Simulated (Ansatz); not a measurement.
C$_{2}$H$_{6}$GeO$_{2}$: molecular dynamics (part 1 of 3)

System: C$_{2}$H$_{6}$GeO$_{2}$.
Method: RKS B3LYP-D4/def2-SVP (Ansatz 0.2.0).

It belongs to a series of runs on one base structure; here: dynamics from the highest image of the converged band. Figures and captions count atoms from 1; the log counts them from 0 in places.

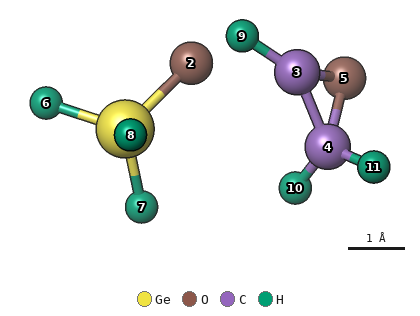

Figure 1. The structure as given in the input (ball-and-stick view, seen on its broad side; atoms are numbered from 1 in the order of the input). Sticks mark near contacts. Bond lengths as drawn: C–C 1.46 Å, C–H 1.09 to 1.19 Å, C–O 1.30 to 1.48 Å, Ge–H 1.54 to 1.55 Å and Ge–O 1.78 Å.

## Input file
```yaml
crystal:
  periodic: [false, false, false]
  atoms:
    - { symbol: Ge, position_ang: [-1.653965, 0.47889, 0.697626] }
    - { symbol: O, position_ang: [0.058286, 0.596407, 1.183913] }
    - { symbol: C, position_ang: [1.366465, -0.612774, 0.237561] }
    - { symbol: C, position_ang: [1.306894, -0.457734, -1.210569] }
    - { symbol: O, position_ang: [2.340995, 0.061565, -0.293553] }
    - { symbol: H, position_ang: [-2.506676, 1.265257, 1.715821] }
    - { symbol: H, position_ang: [-1.828156, 1.087821, -0.718681] }
    - { symbol: H, position_ang: [-2.110323, -1.003263, 0.65322] }
    - { symbol: H, position_ang: [0.775507, -0.523286, 1.265615] }
    - { symbol: H, position_ang: [0.673115, 0.319882, -1.646956] }
    - { symbol: H, position_ang: [1.643359, -1.269967, -1.863295] }
basis:
  gaussian: { orbitals: def2-SVP }
hamiltonian:
  xc: b3lyp
  dispersion: d4
md:
  timestep: 0.5
  n_steps: 200
  ensemble: nve
  temperature: 100.0
  initial_velocities: maxwell_boltzmann
  seed: 7599
```

Launched with:
```bash
ansatz run input.yaml --threads 2 --pin off --max-ram 3072MiB --backend cpu --events-out ev --progress --plain --runs-dir out
```

## Log
```
Engine: ansatz 0.2.0, x86_64-unknown-linux-gnu
Functional definition: B3LYP
  parameter a0 = 0.2
  parameter ax = 0.72
  parameter ac = 0.81
  exchange = (1 - a0 - ax)*slater_x + ax*b88_x + a0*exact_x
  correlation = (1 - ac)*vwn_rpa_c + ac*lyp_c
1284 factors; integrals over basis functions are off by at most 3.1e-4 eV
mean field evaluation 1: about -62762.2934 eV, gradient 6.0e1 eV
mean field evaluation 2: about -62713.4578 eV, gradient 1.5e2 eV
mean field evaluation 4: about -62768.7872 eV, gradient 1.3e1 eV
mean field evaluation 8: about -62769.0973 eV, gradient 3.6e-1 eV
mean field evaluation 16: about -62769.0976 eV, gradient 1.4e-5 eV
mean field -62769.09755092 eV, -2306.7217885739 hartree, gradient 1.4e-5 eV, S^2 0.000000; 0 other end points of the search recorded, 0 dependent functions left out
the calculation of the forces begins
reference -62769.09781347 eV, -2306.7217982225 hartree; 33, 33 occupied and 85, 85 virtual orbitals, 1284 factors
md step     0: t =     0.00 fs  T =   100.0 K  F+E_penalty+E_count = -62769.42832312 eV  E_kin = 0.116334 eV  conserved = -62769.31198912 eV  (28 SCF iters)
these checks for a lower state are left out or cut short: starts, cluster_reference, orbital_swaps, neighbouring_geometries, increment
1284 factors; integrals over basis functions are off by at most 3.1e-4 eV
mean field -62769.09488253 eV, -2306.7216905125 hartree, gradient 2.0e-5 eV, S^2 0.000000; 0 other end points of the search recorded, 0 dependent functions left out
the calculation of the forces begins
reference -62769.09514511 eV, -2306.7217001620 hartree; 33, 33 occupied and 85, 85 virtual orbitals, 1284 factors
md step     1: t =     0.50 fs  T =    97.7 K  F+E_penalty+E_count = -62769.42561940 eV  E_kin = 0.113655 eV  conserved = -62769.31196441 eV  (34 SCF iters)
[... from here on the SCF iterations and repeated set-up lines of each step are left out, up to the last step ...]
md step     2: t =     1.00 fs  T =    91.3 K  F+E_penalty+E_count = -62769.41815097 eV  E_kin = 0.106271 eV  conserved = -62769.31188022 eV  (34 SCF iters)
md step     3: t =     1.50 fs  T =    82.1 K  F+E_penalty+E_count = -62769.40727196 eV  E_kin = 0.095520 eV  conserved = -62769.31175200 eV  (26 SCF iters)
md step     4: t =     2.00 fs  T =    71.7 K  F+E_penalty+E_count = -62769.39501870 eV  E_kin = 0.083411 eV  conserved = -62769.31160779 eV  (26 SCF iters)
md step     5: t =     2.50 fs  T =    62.1 K  F+E_penalty+E_count = -62769.38366952 eV  E_kin = 0.072188 eV  conserved = -62769.31148113 eV  (26 SCF iters)
md step     6: t =     3.00 fs  T =    54.9 K  F+E_penalty+E_count = -62769.37521807 eV  E_kin = 0.063816 eV  conserved = -62769.31140205 eV  (26 SCF iters)
md step     7: t =     3.50 fs  T =    51.2 K  F+E_penalty+E_count = -62769.37091110 eV  E_kin = 0.059525 eV  conserved = -62769.31138630 eV  (26 SCF iters)
md step     8: t =     4.00 fs  T =    51.2 K  F+E_penalty+E_count = -62769.37100302 eV  E_kin = 0.059572 eV  conserved = -62769.31143088 eV  (26 SCF iters)
md step     9: t =     4.50 fs  T =    54.4 K  F+E_penalty+E_count = -62769.37479954 eV  E_kin = 0.063283 eV  conserved = -62769.31151606 eV  (26 SCF iters)
md step    10: t =     5.00 fs  T =    59.6 K  F+E_penalty+E_count = -62769.38095544 eV  E_kin = 0.069341 eV  conserved = -62769.31161419 eV  (27 SCF iters)
md step    11: t =     5.50 fs  T =    65.5 K  F+E_penalty+E_count = -62769.38789849 eV  E_kin = 0.076199 eV  conserved = -62769.31169962 eV  (28 SCF iters)
md step    12: t =     6.00 fs  T =    70.9 K  F+E_penalty+E_count = -62769.39422875 eV  E_kin = 0.082473 eV  conserved = -62769.31175574 eV  (33 SCF iters)
md step    13: t =     6.50 fs  T =    75.0 K  F+E_penalty+E_count = -62769.39898474 eV  E_kin = 0.087208 eV  conserved = -62769.31177713 eV  (33 SCF iters)
md step    14: t =     7.00 fs  T =    77.3 K  F+E_penalty+E_count = -62769.40174137 eV  E_kin = 0.089974 eV  conserved = -62769.31176707 eV  (33 SCF iters)
md step    15: t =     7.50 fs  T =    78.1 K  F+E_penalty+E_count = -62769.40257027 eV  E_kin = 0.090836 eV  conserved = -62769.31173385 eV  (33 SCF iters)
md step    16: t =     8.00 fs  T =    77.6 K  F+E_penalty+E_count = -62769.40192267 eV  E_kin = 0.090236 eV  conserved = -62769.31168633 eV  (33 SCF iters)
md step    17: t =     8.50 fs  T =    76.4 K  F+E_penalty+E_count = -62769.40049688 eV  E_kin = 0.088866 eV  conserved = -62769.31163067 eV  (33 SCF iters)
md step    18: t =     9.00 fs  T =    75.3 K  F+E_penalty+E_count = -62769.39913537 eV  E_kin = 0.087564 eV  conserved = -62769.31157159 eV  (29 SCF iters)
md step    19: t =     9.50 fs  T =    75.0 K  F+E_penalty+E_count = -62769.39875936 eV  E_kin = 0.087249 eV  conserved = -62769.31151014 eV  (33 SCF iters)
md step    20: t =    10.00 fs  T =    76.4 K  F+E_penalty+E_count = -62769.40034257 eV  E_kin = 0.088895 eV  conserved = -62769.31144713 eV  (33 SCF iters)
md step    21: t =    10.50 fs  T =    80.4 K  F+E_penalty+E_count = -62769.40489405 eV  E_kin = 0.093509 eV  conserved = -62769.31138458 eV  (32 SCF iters)
md step    22: t =    11.00 fs  T =    87.8 K  F+E_penalty+E_count = -62769.41342251 eV  E_kin = 0.102095 eV  conserved = -62769.31132781 eV  (32 SCF iters)
md step    23: t =    11.50 fs  T =    99.3 K  F+E_penalty+E_count = -62769.42685292 eV  E_kin = 0.115566 eV  conserved = -62769.31128711 eV  (32 SCF iters)
md step    24: t =    12.00 fs  T =   115.7 K  F+E_penalty+E_count = -62769.44587644 eV  E_kin = 0.134599 eV  conserved = -62769.31127760 eV  (32 SCF iters)
md step    25: t =    12.50 fs  T =   137.0 K  F+E_penalty+E_count = -62769.47073322 eV  E_kin = 0.159414 eV  conserved = -62769.31131892 eV  (32 SCF iters)
md step    26: t =    13.00 fs  T =   162.9 K  F+E_penalty+E_count = -62769.50093862 eV  E_kin = 0.189504 eV  conserved = -62769.31143508 eV  (32 SCF iters)
md step    27: t =    13.50 fs  T =   192.0 K  F+E_penalty+E_count = -62769.53496246 eV  E_kin = 0.223308 eV  conserved = -62769.31165464 eV  (32 SCF iters)
md step    28: t =    14.00 fs  T =   221.7 K  F+E_penalty+E_count = -62769.56987212 eV  E_kin = 0.257865 eV  conserved = -62769.31200684 eV  (32 SCF iters)
md step    29: t =    14.50 fs  T =   248.0 K  F+E_penalty+E_count = -62769.60102418 eV  E_kin = 0.288524 eV  conserved = -62769.31250034 eV  (32 SCF iters)
md step    30: t =    15.00 fs  T =   265.7 K  F+E_penalty+E_count = -62769.62214347 eV  E_kin = 0.309075 eV  conserved = -62769.31306798 eV  (31 SCF iters)
md step    31: t =    15.50 fs  T =   269.1 K  F+E_penalty+E_count = -62769.62658283 eV  E_kin = 0.313088 eV  conserved = -62769.31349528 eV  (31 SCF iters, 3 dispersion substeps)
md step    32: t =    16.00 fs  T =   255.6 K  F+E_penalty+E_count = -62769.61075884 eV  E_kin = 0.297377 eV  conserved = -62769.31338223 eV  (32 SCF iters, 3 dispersion substeps)
md step    33: t =    16.50 fs  T =   229.7 K  F+E_penalty+E_count = -62769.57961324 eV  E_kin = 0.267215 eV  conserved = -62769.31239859 eV  (32 SCF iters, 3 dispersion substeps)
md step    34: t =    17.00 fs  T =   206.0 K  F+E_penalty+E_count = -62769.55043628 eV  E_kin = 0.239604 eV  conserved = -62769.31083256 eV  (32 SCF iters, 3 dispersion substeps)
md step    35: t =    17.50 fs  T =   204.5 K  F+E_penalty+E_count = -62769.54769587 eV  E_kin = 0.237876 eV  conserved = -62769.30981942 eV  (32 SCF iters, 3 dispersion substeps)
md step    36: t =    18.00 fs  T =   237.3 K  F+E_penalty+E_count = -62769.58645386 eV  E_kin = 0.276077 eV  conserved = -62769.31037667 eV  (32 SCF iters, 3 dispersion substeps)
md step    37: t =    18.50 fs  T =   297.5 K  F+E_penalty+E_count = -62769.65822337 eV  E_kin = 0.346064 eV  conserved = -62769.31215961 eV  (29 SCF iters, 3 dispersion substeps)
md step    38: t =    19.00 fs  T =   362.8 K  F+E_penalty+E_count = -62769.73593692 eV  E_kin = 0.422088 eV  conserved = -62769.31384910 eV  (32 SCF iters, 3 dispersion substeps)
md step    39: t =    19.50 fs  T =   411.1 K  F+E_penalty+E_count = -62769.79283590 eV  E_kin = 0.478286 eV  conserved = -62769.31454948 eV  (32 SCF iters, 3 dispersion substeps)
md step    40: t =    20.00 fs  T =   431.5 K  F+E_penalty+E_count = -62769.81624332 eV  E_kin = 0.501968 eV  conserved = -62769.31427510 eV  (32 SCF iters, 3 dispersion substeps)
md step    41: t =    20.50 fs  T =   425.5 K  F+E_penalty+E_count = -62769.80845262 eV  E_kin = 0.494977 eV  conserved = -62769.31347551 eV  (33 SCF iters, 3 dispersion substeps)
md step    42: t =    21.00 fs  T =   402.3 K  F+E_penalty+E_count = -62769.78057153 eV  E_kin = 0.468015 eV  conserved = -62769.31255618 eV  (32 SCF iters, 3 dispersion substeps)
md step    43: t =    21.50 fs  T =   373.6 K  F+E_penalty+E_count = -62769.74633358 eV  E_kin = 0.434594 eV  conserved = -62769.31173925 eV  (32 SCF iters, 3 dispersion substeps)
md step    44: t =    22.00 fs  T =   350.1 K  F+E_penalty+E_count = -62769.71838189 eV  E_kin = 0.407269 eV  conserved = -62769.31111338 eV  (32 SCF iters, 3 dispersion substeps)
md step    45: t =    22.50 fs  T =   340.3 K  F+E_penalty+E_count = -62769.70658181 eV  E_kin = 0.395867 eV  conserved = -62769.31071446 eV  (32 SCF iters, 3 dispersion substeps)
md step    46: t =    23.00 fs  T =   349.6 K  F+E_penalty+E_count = -62769.71725561 eV  E_kin = 0.406674 eV  conserved = -62769.31058113 eV  (32 SCF iters, 3 dispersion substeps)
md step    47: t =    23.50 fs  T =   379.7 K  F+E_penalty+E_count = -62769.75248765 eV  E_kin = 0.441703 eV  conserved = -62769.31078445 eV  (32 SCF iters, 3 dispersion substeps)
md step    48: t =    24.00 fs  T =   427.7 K  F+E_penalty+E_count = -62769.80903780 eV  E_kin = 0.497606 eV  conserved = -62769.31143215 eV  (32 SCF iters, 3 dispersion substeps)
md step    49: t =    24.50 fs  T =   485.0 K  F+E_penalty+E_count = -62769.87688164 eV  E_kin = 0.564266 eV  conserved = -62769.31261577 eV  (31 SCF iters, 3 dispersion substeps)
md step    50: t =    25.00 fs  T =   536.4 K  F+E_penalty+E_count = -62769.93828474 eV  E_kin = 0.624028 eV  conserved = -62769.31425655 eV  (31 SCF iters, 3 dispersion substeps)
md step    51: t =    25.50 fs  T =   562.2 K  F+E_penalty+E_count = -62769.96986027 eV  E_kin = 0.654045 eV  conserved = -62769.31581540 eV  (31 SCF iters, 3 dispersion substeps)
md step    52: t =    26.00 fs  T =   546.4 K  F+E_penalty+E_count = -62769.95168047 eV  E_kin = 0.635593 eV  conserved = -62769.31608708 eV  (31 SCF iters, 3 dispersion substeps)
md step    53: t =    26.50 fs  T =   491.1 K  F+E_penalty+E_count = -62769.88517398 eV  E_kin = 0.571301 eV  conserved = -62769.31387339 eV  (31 SCF iters, 3 dispersion substeps)
md step    54: t =    27.00 fs  T =   428.2 K  F+E_penalty+E_count = -62769.80815731 eV  E_kin = 0.498146 eV  conserved = -62769.31001181 eV  (31 SCF iters, 3 dispersion substeps)
md step    55: t =    27.50 fs  T =   404.9 K  F+E_penalty+E_count = -62769.77911580 eV  E_kin = 0.471023 eV  conserved = -62769.30809322 eV  (30 SCF iters, 3 dispersion substeps)
md step    56: t =    28.00 fs  T =   443.2 K  F+E_penalty+E_count = -62769.82590065 eV  E_kin = 0.515566 eV  conserved = -62769.31033505 eV  (28 SCF iters, 3 dispersion substeps)
md step    57: t =    28.50 fs  T =   517.1 K  F+E_penalty+E_count = -62769.91580984 eV  E_kin = 0.601581 eV  conserved = -62769.31422858 eV  (31 SCF iters, 3 dispersion substeps)
md step    58: t =    29.00 fs  T =   578.8 K  F+E_penalty+E_count = -62769.98967924 eV  E_kin = 0.673387 eV  conserved = -62769.31629231 eV  (31 SCF iters, 3 dispersion substeps)
md step    59: t =    29.50 fs  T =   598.5 K  F+E_penalty+E_count = -62770.01211113 eV  E_kin = 0.696225 eV  conserved = -62769.31588620 eV  (31 SCF iters, 3 dispersion substeps)
md step    60: t =    30.00 fs  T =   576.1 K  F+E_penalty+E_count = -62769.98443517 eV  E_kin = 0.670192 eV  conserved = -62769.31424287 eV  (32 SCF iters, 3 dispersion substeps)
md step    61: t =    30.50 fs  T =   529.8 K  F+E_penalty+E_count = -62769.92884264 eV  E_kin = 0.616323 eV  conserved = -62769.31252007 eV  (32 SCF iters, 3 dispersion substeps)
md step    62: t =    31.00 fs  T =   481.1 K  F+E_penalty+E_count = -62769.87087670 eV  E_kin = 0.559642 eV  conserved = -62769.31123459 eV  (32 SCF iters, 3 dispersion substeps)
md step    63: t =    31.50 fs  T =   447.0 K  F+E_penalty+E_count = -62769.83050089 eV  E_kin = 0.520013 eV  conserved = -62769.31048818 eV  (33 SCF iters, 3 dispersion substeps)
md step    64: t =    32.00 fs  T =   437.9 K  F+E_penalty+E_count = -62769.81961984 eV  E_kin = 0.509369 eV  conserved = -62769.31025102 eV  (31 SCF iters, 3 dispersion substeps)
md step    65: t =    32.50 fs  T =   456.9 K  F+E_penalty+E_count = -62769.84203763 eV  E_kin = 0.531525 eV  conserved = -62769.31051243 eV  (31 SCF iters, 3 dispersion substeps)
md step    66: t =    33.00 fs  T =   500.4 K  F+E_penalty+E_count = -62769.89348914 eV  E_kin = 0.582170 eV  conserved = -62769.31131892 eV  (31 SCF iters, 3 dispersion substeps)
md step    67: t =    33.50 fs  T =   557.4 K  F+E_penalty+E_count = -62769.96111960 eV  E_kin = 0.648403 eV  conserved = -62769.31271659 eV  (31 SCF iters, 3 dispersion substeps)
md step    68: t =    34.00 fs  T =   609.3 K  F+E_penalty+E_count = -62770.02336083 eV  E_kin = 0.708790 eV  conserved = -62769.31457091 eV  (30 SCF iters, 3 dispersion substeps)
md step    69: t =    34.50 fs  T =   633.3 K  F+E_penalty+E_count = -62770.05304091 eV  E_kin = 0.736797 eV  conserved = -62769.31624363 eV  (30 SCF iters, 3 dispersion substeps)
md step    70: t =    35.00 fs  T =   611.9 K  F+E_penalty+E_count = -62770.02821168 eV  E_kin = 0.711815 eV  conserved = -62769.31639683 eV  (31 SCF iters, 3 dispersion substeps)
md step    71: t =    35.50 fs  T =   548.6 K  F+E_penalty+E_count = -62769.95205689 eV  E_kin = 0.638241 eV  conserved = -62769.31381552 eV  (30 SCF iters, 3 dispersion substeps)
md step    72: t =    36.00 fs  T =   479.8 K  F+E_penalty+E_count = -62769.86780345 eV  E_kin = 0.558132 eV  conserved = -62769.30967138 eV  (31 SCF iters, 3 dispersion substeps)
md step    73: t =    36.50 fs  T =   455.5 K  F+E_penalty+E_count = -62769.83789488 eV  E_kin = 0.529919 eV  conserved = -62769.30797628 eV  (31 SCF iters, 3 dispersion substeps)
md step    74: t =    37.00 fs  T =   495.3 K  F+E_penalty+E_count = -62769.88696276 eV  E_kin = 0.576251 eV  conserved = -62769.31071163 eV  (28 SCF iters, 3 dispersion substeps)
md step    75: t =    37.50 fs  T =   567.6 K  F+E_penalty+E_count = -62769.97506669 eV  E_kin = 0.660296 eV  conserved = -62769.31477102 eV  (32 SCF iters, 3 dispersion substeps)
md step    76: t =    38.00 fs  T =   621.8 K  F+E_penalty+E_count = -62770.03996012 eV  E_kin = 0.723348 eV  conserved = -62769.31661236 eV  (31 SCF iters, 3 dispersion substeps)
md step    77: t =    38.50 fs  T =   630.0 K  F+E_penalty+E_count = -62770.04885015 eV  E_kin = 0.732942 eV  conserved = -62769.31590847 eV  (31 SCF iters, 3 dispersion substeps)
md step    78: t =    39.00 fs  T =   595.9 K  F+E_penalty+E_count = -62770.00730510 eV  E_kin = 0.693226 eV  conserved = -62769.31407950 eV  (31 SCF iters, 3 dispersion substeps)
md step    79: t =    39.50 fs  T =   539.9 K  F+E_penalty+E_count = -62769.94042801 eV  E_kin = 0.628134 eV  conserved = -62769.31229416 eV  (32 SCF iters, 3 dispersion substeps)
md step    80: t =    40.00 fs  T =   484.7 K  F+E_penalty+E_count = -62769.87488154 eV  E_kin = 0.563857 eV  conserved = -62769.31102475 eV  (33 SCF iters, 3 dispersion substeps)
md step    81: t =    40.50 fs  T =   447.1 K  F+E_penalty+E_count = -62769.83048469 eV  E_kin = 0.520147 eV  conserved = -62769.31033793 eV  (32 SCF iters, 3 dispersion substeps)
md step    82: t =    41.00 fs  T =   436.7 K  F+E_penalty+E_count = -62769.81824256 eV  E_kin = 0.508054 eV  conserved = -62769.31018830 eV  (31 SCF iters, 3 dispersion substeps)
md step    83: t =    41.50 fs  T =   455.6 K  F+E_penalty+E_count = -62769.84056656 eV  E_kin = 0.530004 eV  conserved = -62769.31056230 eV  (31 SCF iters, 3 dispersion substeps)
md step    84: t =    42.00 fs  T =   498.5 K  F+E_penalty+E_count = -62769.89139168 eV  E_kin = 0.579886 eV  conserved = -62769.31150554 eV  (30 SCF iters, 3 dispersion substeps)
md step    85: t =    42.50 fs  T =   552.5 K  F+E_penalty+E_count = -62769.95574557 eV  E_kin = 0.642701 eV  conserved = -62769.31304479 eV  (30 SCF iters, 3 dispersion substeps)
md step    86: t =    43.00 fs  T =   597.5 K  F+E_penalty+E_count = -62770.01005390 eV  E_kin = 0.695086 eV  conserved = -62769.31496749 eV  (30 SCF iters, 3 dispersion substeps)
md step    87: t =    43.50 fs  T =   610.4 K  F+E_penalty+E_count = -62770.02656412 eV  E_kin = 0.710093 eV  conserved = -62769.31647103 eV  (31 SCF iters, 3 dispersion substeps)
md step    88: t =    44.00 fs  T =   576.4 K  F+E_penalty+E_count = -62769.98657372 eV  E_kin = 0.670492 eV  conserved = -62769.31608194 eV  (31 SCF iters, 3 dispersion substeps)
```
